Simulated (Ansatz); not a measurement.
**B2H4F2 (SMILES [BH2-]1[F+][BH2-][F+]1): B3LYP/6-31G(d) (spherical functions)**

What is the vertical ionisation energy of B2H4F2 at B3LYP/6-31G* (spherical functions)? 

Program for the calculation: Ansatz 0.2.0.

56 further runs of the same task are left out: 56 set aside as unsound or not needed.

## (1) Starting point

B2H4F2: 8 atoms, total charge 0, spin state singlet. As SMILES, `[BH2-]1[F+][BH2-][F+]1`. The coordinates come from a PBE0-D4/def2-TZVP relaxation.

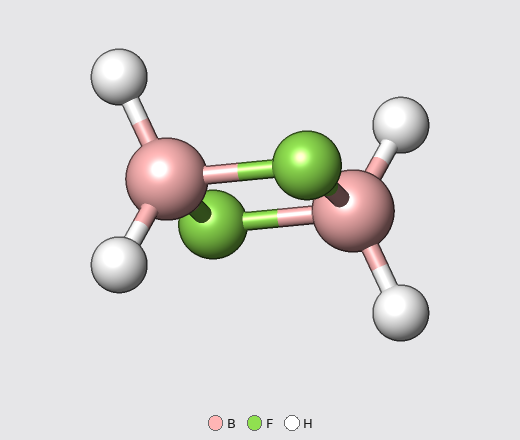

Viewed from a chosen angle; boron pink, fluorine green, hydrogen white.

## (2) A single-point energy at B3LYP/6-31G(d) (spherical functions)

Input file job.yaml:

```yaml
crystal:
  periodic: [false, false, false]
  atoms:
    - {symbol: B, position_ang: [-0.488000, 0.947300, -0.293800]}
    - {symbol: F, position_ang: [0.637300, 0.536000, 0.670600]}
    - {symbol: B, position_ang: [0.488000, -0.947200, 0.293900]}
    - {symbol: F, position_ang: [-0.636800, -0.535900, -0.671100]}
    - {symbol: H, position_ang: [-0.036000, 1.557300, -1.210300]}
    - {symbol: H, position_ang: [-1.440200, 1.308400, 0.322000]}
    - {symbol: H, position_ang: [1.440200, -1.309100, -0.321600]}
    - {symbol: H, position_ang: [0.035400, -1.556800, 1.210300]}
basis:
  gaussian: {orbitals: 6-31G_st_-spherical.json}
hamiltonian: {xc: {name: B3LYP}}
output: {orbitals: {seedname: orbitals}}
total_charge: 0
accuracy: high
```

The basis set 6-31G* is read from a file made from the Basis Set Exchange's data (not shown).

Launch:

```
ansatz run job.yaml --threads 1 --pin off --max-ram 3480MiB --events-out events.jsonl --progress --plain --runs-dir runs
```

Standard output:

```text
Warning: RAYON_NUM_THREADS=1 ignored (pool sized by the plan → 1); use --threads N
Functional definition: B3LYP
  name "B3LYP"
  parameter a0 = 0.2
  parameter ax = 0.72
  parameter ac = 0.81
  exchange = (1 - a0 - ax)*slater_x + ax*b88_x + a0*exact_x
  correlation = (1 - ac)*vwn_rpa_c + ac*lyp_c
1569 factors; integrals over basis functions are off by at most 3.2e-9 eV
mean field evaluation 1: about -6852.4588 eV, gradient 2.1e1 eV
mean field evaluation 2: about -6852.6992 eV, gradient 2.0e1 eV
mean field evaluation 4: about -6853.2558 eV, gradient 3.5e-1 eV
mean field evaluation 8: about -6853.2509 eV, gradient 1.3e-2 eV
mean field evaluation 16: about -6853.2509 eV, gradient 1.2e-7 eV
mean field -6853.25086922 eV, -251.8523241436 hartree, gradient 3.6e-8 eV, S^2 0.000000; 0 other end points of the search recorded, 0 dependent functions left out
reference -6853.25090296 eV, -251.8523253834 hartree; 16, 16 occupied and 48, 48 virtual orbitals, 1569 factors
Total energy: -6853.25090296 eV, -251.8523253834 hartree
```

Run time: 1.7 s. Hardware: 1 thread of AMD EPYC 9R45 (Zen 5), shared host; peak memory 0.2 GiB.

## (3) The doublet cation

Input file molecule.yaml:

```yaml
crystal:
  periodic: [false, false, false]
  atoms:
    - {symbol: B, position_ang: [-0.488000, 0.947300, -0.293800]}
    - {symbol: F, position_ang: [0.637300, 0.536000, 0.670600]}
    - {symbol: B, position_ang: [0.488000, -0.947200, 0.293900]}
    - {symbol: F, position_ang: [-0.636800, -0.535900, -0.671100]}
    - {symbol: H, position_ang: [-0.036000, 1.557300, -1.210300]}
    - {symbol: H, position_ang: [-1.440200, 1.308400, 0.322000]}
    - {symbol: H, position_ang: [1.440200, -1.309100, -0.321600]}
    - {symbol: H, position_ang: [0.035400, -1.556800, 1.210300]}
basis:
  gaussian: {orbitals: 6-31G_st_-spherical.json}
total_charge: 1
magnetization: {spin_polarized: true, initial_magnetization: 1}
hamiltonian: {xc: {name: B3LYP}}
accuracy: high
output: {orbitals: {seedname: orbitals}}
```

The basis set 6-31G* is read from a file made from the Basis Set Exchange's data (not shown).

Launch:

```
ansatz run molecule.yaml --threads 1 --pin off --max-ram 3480MiB --events-out events.jsonl --progress --plain --runs-dir runs
```

Standard output (excerpt; [...] marks lines left out):

```text
Warning: RAYON_NUM_THREADS=1 ignored (pool sized by the plan → 1); use --threads N
[... 7 set-up lines as earlier in the session ...]
1566 factors; integrals over basis functions are off by at most 3.2e-9 eV
mean field evaluation 1: about -6836.3167 eV, gradient 4.2e1 eV
mean field evaluation 2: about -6827.0382 eV, gradient 6.9e1 eV
mean field evaluation 4: about -6841.6288 eV, gradient 9.5e-1 eV
mean field evaluation 8: about -6841.8071 eV, gradient 7.3e-2 eV
mean field evaluation 16: about -6841.8071 eV, gradient 2.4e-5 eV
mean field -6841.80712206 eV, -251.4317741923 hartree, gradient 2.8e-8 eV, S^2 0.753042; 0 other end points of the search recorded, 0 dependent functions left out
reference -6841.80715312 eV, -251.4317753337 hartree; 16, 15 occupied and 48, 49 virtual orbitals, 1566 factors
Total energy: -6841.80715312 eV, -251.4317753337 hartree
```

Run time: 3.9 s. Hardware: 1 thread of AMD EPYC 9R45 (Zen 5), shared host; peak memory 0.27 GiB.

## (4) Outcome

At B3LYP/6-31G* (spherical functions):

| quantity | value |
| --- | --- |
| singlet B2H4F2: total energy | -251.85233 Eh |
| singlet B2H4F2: HOMO energy | -8.76 eV |
| singlet B2H4F2: LUMO energy | 0.49 eV |
| singlet B2H4F2: HOMO–LUMO gap | 9.25 eV |
| doublet cation: total energy | -251.43178 Eh |
| doublet cation: HOMO energy (highest over α and β) | -16.29 eV |
| doublet cation: LUMO energy (lowest over α and β) | -14.14 eV |
| doublet cation: ⟨S²⟩ | 0.753 |
| vertical ionisation energy (to the doublet cation) | 11.444 eV |

In words: The vertical ionisation energy comes to 11.44 eV (1104 kJ/mol). The negative HOMO energy of the first species, 8.76 eV, lies 2.68 eV below that difference.
